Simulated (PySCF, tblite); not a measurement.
**C₂H₁₀B₂NP: geometry, infrared bands and NMR shifts**

Wanted: the infrared bands and NMR shifts of C₂H₁₀B₂NP (`CBPBNC`), by calculation.

The runs use tblite 0.8.0 and PySCF 2.14.0, with density-fitted response routines of our own; the level of theory stands in each step. All values are computed, except where a source is named. Atoms are numbered from 0 throughout.

### 1 The molecule as given

16 atoms, charge 0, multiplicity 1; geometry from: force field or distance geometry start.

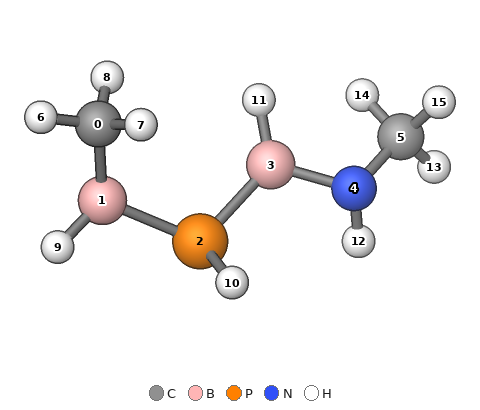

The starting geometry (carbon grey, boron pink, phosphorus orange, nitrogen blue, hydrogen white), atoms numbered.

### 2 Relaxing the molecule with GFN2-xTB

The job: settings as JSON, then the geometry in Å.

```
{"job": {"kind": "relax", "xc": "GFN2-xTB", "basis": "xTB"}, "charge": 0, "multiplicity": 1}
C     -2.883700     0.409700     0.390400
B     -2.347100    -1.018900    -0.047700
P     -0.488100    -1.483900     0.265900
B      0.712200    -0.023500    -0.063000
N      2.050500    -0.138600     0.687800
C      2.994600     0.785100     0.112300
H     -4.009600     0.414000     0.432200
H     -2.512000     0.664100     1.412200
H     -2.554000     1.126300    -0.378400
H     -3.120100    -1.909600     0.166000
H     -0.321400    -1.913900     1.636400
H      0.397400     1.048000    -0.394500
H      2.409700    -1.104000     0.486600
H      3.897600     0.251300    -0.278800
H      2.478300     1.297800    -0.732300
H      3.288300     1.605100     0.828500
```

On the command line:

```
> OMP_NUM_THREADS=1 python probes_run.py task.json out
```

This one command runs all jobs of the session in turn.

**Question.** This job is followed by: GFN2-xTB harmonic vibrations, gas phase; GIAO PBE0/pcSseg-1 NMR shielding, non-relativistic, gas phase. What will the session give for the following? strongest single infrared mode (GFN2-xTB); zero-point energy (GFN2-xTB); 13C shifts against TMS (PBE0/pcSseg-1); 1H shifts against TMS (PBE0/pcSseg-1, means over atoms taken as alike); 11B shifts against BF3·OEt2 (PBE0/pcSseg-1); 31P shifts against H3PO4 (PBE0/pcSseg-1); 15N shifts against NH3 (PBE0/pcSseg-1); surface potential, least and greatest.

The runs gave:

```
                                                              quantity                                   value
                             strongest single infrared mode (GFN2-xTB)                   1114 cm⁻¹, 245 km/mol
                                          zero-point energy (GFN2-xTB)                           78.6 kcal/mol
                                13C shifts against TMS (PBE0/pcSseg-1)                          40.0, 13.4 ppm
1H shifts against TMS (PBE0/pcSseg-1, means over atoms taken as alike)  8.33, 5.55, 4.02, 3.29, 3.19, 1.19 ppm
                           11B shifts against BF3·OEt2 (PBE0/pcSseg-1)                          83.8, 37.7 ppm
                              31P shifts against H3PO4 (PBE0/pcSseg-1)                               -96.6 ppm
                                15N shifts against NH3 (PBE0/pcSseg-1)                               127.5 ppm
                                 surface potential, least and greatest                      -0.99 V and 1.64 V
```

**Reading.** Relaxing lowered the energy by 2.136 eV in 79 steps; the close pair that moved most is B3–N4, from 1.539 to 1.381 Å. No mode is imaginary among the 42: a minimum at this level. The strongest single mode, at 1114 cm⁻¹, is spread over several atoms, B1, H9, H14 among them. GFN2-xTB is a fitted tight-binding method: band positions and strengths are rough. Its intensities can rank the bands wrongly. At PBE0/pcSseg-1: The widest tensor belongs to P2: span 230 ppm, with a paramagnetic part of -558 ppm. By nearest atom (PBE0/pcSseg-1), the HOMO sits on P2 52 %; N4 14 % and the LUMO on B1 51 %; H9 14 %.
